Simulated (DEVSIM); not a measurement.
Device: abrupt Si n-p junction, at 300 K.

```
layer (left to right)  material  thickness (μm)  Nd (cm⁻³)  Na (cm⁻³)  τn (s)  τp (s)
---------------------  --------  --------------  ---------  ---------  ------  ------
1                            Si            23.0     1.2e15          -  7.9e-5  7.9e-5
2                            Si            40.0          -     4.8e17  7.9e-5  7.9e-5
```

Left contact: ohmic. Right contact: ohmic. Voltage is applied to the left contact. Recombination: SRH at mid-gap. Gap narrowing is on: ΔEg = 6.92 meV × (l + √(l² + 0.5)), l = ln(N/1.3e17 cm⁻³), shared equally by both band edges. Mobility is μmin + (μ − μmin)/(1 + (N/Nref)^α).

The device is made up for the run: typed textbook-type constants, with dimensions and the other settings drawn at random. Values at 300 K.

```
parameter           Si
-------------  -------
gap (eV)         1.124
affinity (eV)     4.05
permittivity      11.7
Nc (cm⁻³)      2.86e19
Nv (cm⁻³)       3.1e19
μn (cm²/Vs)       1417
μp (cm²/Vs)        470
μn,min              52
μp,min              45
Nref,n          9.7e16
Nref,p          2.2e17
αn                0.68
αp                0.72
```

DEVSIM, 1D drift-diffusion, Boltzmann statistics, complete ionisation; no tunnelling, impact ionisation, image-force lowering or self-heating.

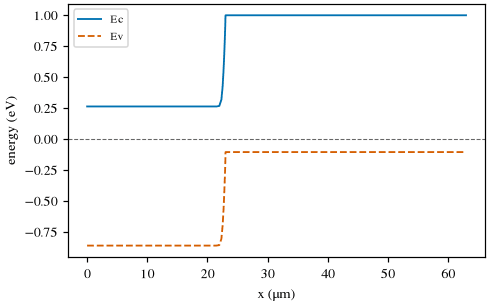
Figure. Band edges at zero bias

Energies count from the Fermi level of the right contact; mesh points crowd at the junctions.

```tsv
x (μm)	Ec (eV)	Ev (eV)	n (cm⁻³)	p (cm⁻³)	field (V/cm)
0.000	0.261	-0.863	1.2e15	98000	≈ 0
0.05120	0.261	-0.863	1.2e15	98000	≈ 0
0.2020	0.261	-0.863	1.2e15	98000	≈ 0
0.6831	0.261	-0.863	1.2e15	98000	≈ 0
3.041	0.261	-0.863	1.2e15	98000	≈ 0
9.564	0.261	-0.863	1.2e15	98000	≈ 0
18.51	0.261	-0.863	1.2e15	98000	≈ 0
21.98	0.265	-0.859	1.0e15	110000	340
22.69	0.557	-0.566	1.2e10	9.5e9	10000
22.91	0.826	-0.297	380000	3.1e14	14000
22.99	0.950	-0.173	3100	3.8e16	23000
23.05	0.997	-0.108	510	4.8e17	14
23.19	0.997	-0.108	510	4.8e17	≈ 0
23.66	0.997	-0.108	510	4.8e17	≈ 0
26.05	0.997	-0.108	510	4.8e17	≈ 0
32.22	0.997	-0.108	510	4.8e17	≈ 0
49.15	0.997	-0.108	510	4.8e17	≈ 0
58.41	0.997	-0.108	510	4.8e17	≈ 0
62.00	0.997	-0.108	510	4.8e17	≈ 0
62.70	0.997	-0.108	510	4.8e17	≈ 0
62.92	0.997	-0.108	510	4.8e17	≈ 0
63.00	0.997	-0.108	510	4.8e17	≈ 0
```
